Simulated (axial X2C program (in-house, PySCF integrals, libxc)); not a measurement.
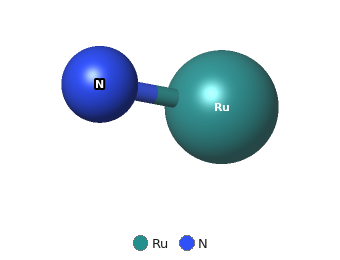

The molecule at the reference distance of 1.517 Å.

## Relativistic diatomic calculation, with input and output: RuN⁺

RuN⁺, single determinant with Ω = 1 (not the lowest found). The distance is the PBE0 minimum at charge 1. Computed at this level: expectation values, HF and Kohn-Sham, two-component X2C with atomic mean-field Coulomb and Gaunt terms, Ru dyall-cv3z, N dyall-av3z (cores contracted) (axial X2C program (in-house, PySCF integrals, libxc)).

Results in brief:

| quantity | value |
| --- | --- |
| outcome | converged |
| hardware | 1 thread of Arm Neoverse V1, 112 GiB of memory available, shared host |
| wall time | 6.4 s |
| peak memory | 0.36 GiB |

Input file:
```
{"zs": [44, 7], "q": 1, "bas": ["dyall-cv3z", "dyall-av3z"], "r0": 1.74, "levels": ["PBE0", "HF", "TPSSh", "BP86", "BHandHLYP"], "nst": 3}
```

The line is the task of a batch: nuclear charges, charge, bases, the levels to run, a first guess of the distance and further settings. This report covers the levels named above. The log is that of the reference distance, started from orbitals converged before.

The run was one of a batch that the task file lists, launched with:
```bash
python <driver script> task.json out
```

Output:
```
two-component X2C + atomic mean field  PBE0
basis functions 207  fitting functions 961  grid points 5070
iter        total energy     max residual
   1      -4582.626241402     4.12e-06
   2      -4582.626241400     1.26e-05
   3      -4582.626241403     1.09e-06
   4      -4582.626241403     8.99e-07
converged
one-electron -6511.21953719  Coulomb 1964.29613631  exact exchange -34.63538103  xc functional -106.26647950  nuclear repulsion 107.44006655  atomic mean-field constant -2.24104655
```

Expectation values by level of theory:

```
                                             quantity   PBE0     HF  TPSSh    BP86  BHandHLYP
effective field for an electron dipole moment (GV/cm)  −4.77  −4.99  −4.44   −3.27      −6.38
           field gradient at the first nucleus (a.u.)   2.08   2.45   1.90    1.91       2.20
          field gradient at the second nucleus (a.u.)  −1.03  −1.08  −1.00  −0.948      −1.12
                           A∥/gI, first nucleus (MHz)  −2530  −2270  −2500   −2580      −2460
                          A∥/gI, second nucleus (MHz)  −27.4  −38.0  −26.4   −25.7      −33.0
```

Each column comes from one determinant with 2 or more unpaired spinors, which can mix states, in a basis with contracted cores. The spread over the levels shows only part of the uncertainty.

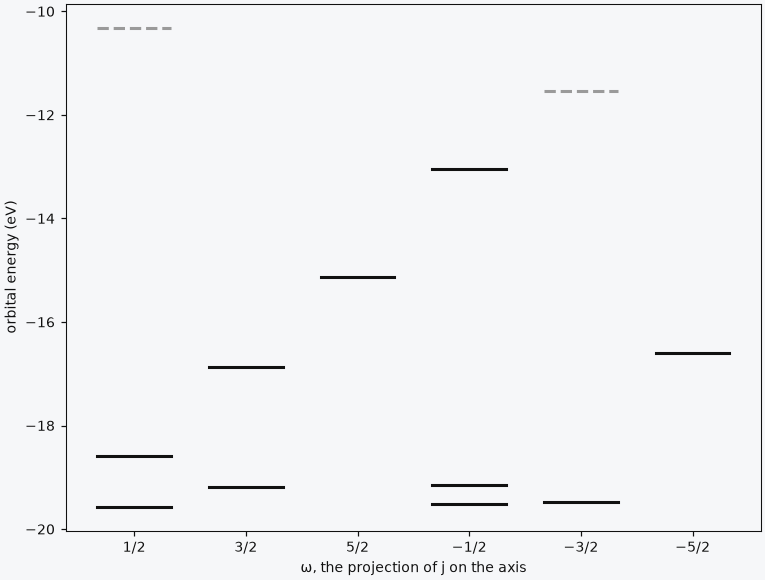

Orbital energies (PBE0) near the frontier at 1.52 Å, filled (solid) and empty (dashed). The highest filled spinor (−1/2; 40 % Ru s, 33 % N p) lies at −13.04 eV, the lowest empty one (−3/2; 96 % Ru d, 2 % N f) at −11.54 eV.
